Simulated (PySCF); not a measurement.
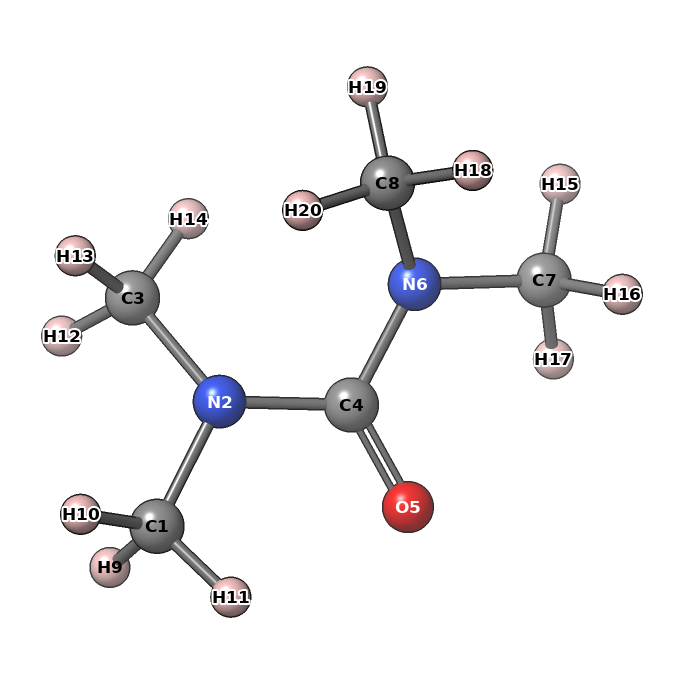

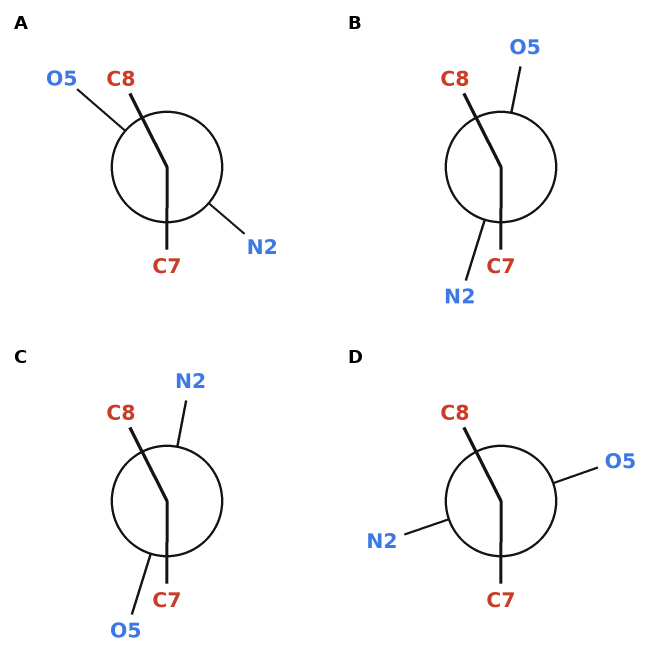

Depth is shown by fading: the farther an atom, the more it takes the colour of the background. Bonds that would overlap in a projection are set slightly apart. The geometry was computed by an optimisation with PBE0-D3(BJ)/def2-SVP. No frequency run is at hand to confirm it as a minimum.

### Which Newman projection shows the view along N6–C4, with N6 in front?

C. The torsion angle C7–N6–C4–O5 is 11°, synperiplanar (eclipsed).
